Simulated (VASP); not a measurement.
Band structure of ZrB2 (AlB2 type). All values below come from PW91 GGA, VASP's PBE PAW potentials (set 64) (plane waves; VASP 6.6.1).

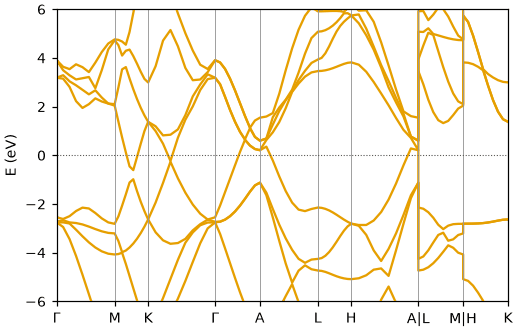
*Bands along high-symmetry lines, zero at the valence-band maximum or, without a gap, the Fermi level*

**Question.** Read the plot: is there a gap, and where are the band edges?

**Answer.** It has no gap at this level: it comes out as a metal or semimetal. (Edges off the drawn lines would not show.)

The compound is ZrB2 in the AlB2 type structure. It was relaxed first.
